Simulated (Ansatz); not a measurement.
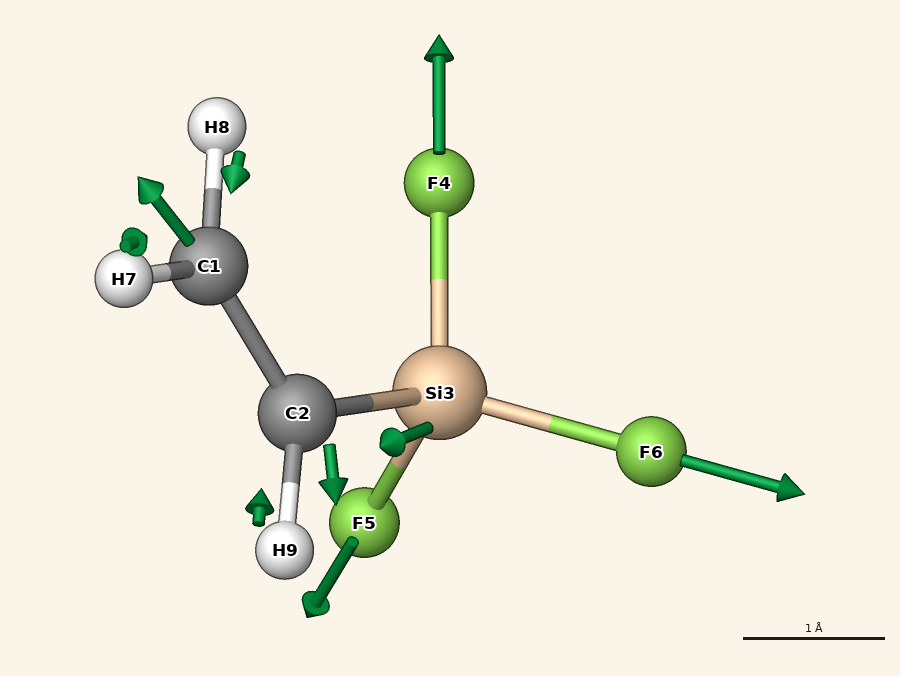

Arrows show the forces on the atoms, 4 Å of arrow for 1 eV/Å; forces under a tenth of the largest aren't drawn. Level of theory: B3LYP-D4/def2-TZVPP (Ansatz 0.2.0).

List the force components in the frame of the picture (x right, y up, z towards the viewer), in eV/Å.

```tsv
atom	Fx	Fy	Fz
C1	−0.09	0.12	0.09
C2	0.01	−0.11	0.02
Si3	−0.09	−0.04	0.14
F4	0.00	0.21	−0.08
F5	−0.08	−0.14	−0.17
F6	0.22	−0.06	0.04
H7	0.04	0.02	−0.06
H8	−0.02	−0.07	0.05
H9	0.01	0.06	−0.03
```
